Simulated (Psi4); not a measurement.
Interaction energy of H3N ··· CH5N (SMILES N and CN). Monomers: optimised at B3LYP-D3(BJ) (def2-TZVP), held rigid. Orientation: lowest of the rigid-body minima from ten starts at GFN2-xTB. The monomers approach along the line of their centres of mass (distance R); nothing else relaxes.

Level of theory: SAPT0/jun-cc-pVDZ, frozen core run with Psi4.

Components in kcal/mol:

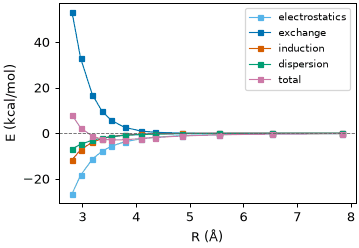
Fig. 1. Components of the interaction energy.

```tsv
R / Å	electrostatics	exchange	induction	dispersion	total
2.81	-26.60	53.22	-11.67	-6.93	8.03
2.97	-18.41	32.96	-7.28	-4.84	2.43
3.19	-11.33	16.86	-3.85	-3.01	-1.33
3.37	-7.84	9.67	-2.32	-2.08	-2.56
3.54	-5.70	5.69	-1.45	-1.49	-2.95
3.79	-3.74	2.60	-0.75	-0.93	-2.83
4.10	-2.39	0.97	-0.35	-0.54	-2.31
4.36	-1.73	0.43	-0.19	-0.35	-1.85
4.85	-1.04	0.09	-0.07	-0.17	-1.20
5.55	-0.58	0.01	-0.02	-0.07	-0.67
6.53	-0.30	0.00	-0.01	-0.02	-0.33
7.84	-0.15	0.00	0.00	-0.01	-0.16
```
